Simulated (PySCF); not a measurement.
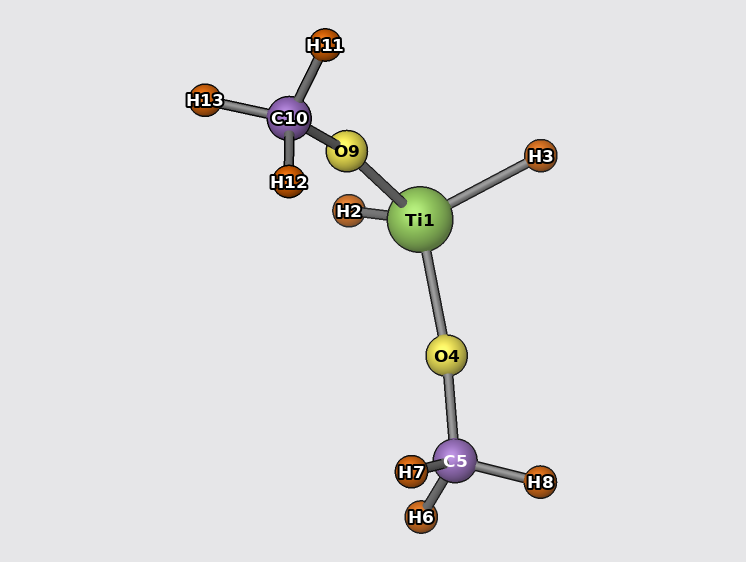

Charge 0, singlet. Computed geometry: PBE0-D3(BJ)/def2-SVP optimisation. No frequency run is at hand to confirm it as a minimum. Method: delta-SCF UKS SCAN, pcX-2 on the ionised atom (unc-x2c-TZVPall on a metal), pcseg-1 elsewhere, spin-free X2C (PySCF 2.14.0).

Give the core-electron binding energies (to vacuum; p and d levels without spin–orbit splitting) of Ti1 2p, O4 1s, C5 1s.

```tsv
atom	level	binding energy (eV)
Ti1	2p	464.2
O4	1s	537.9
C5	1s	292.6
```
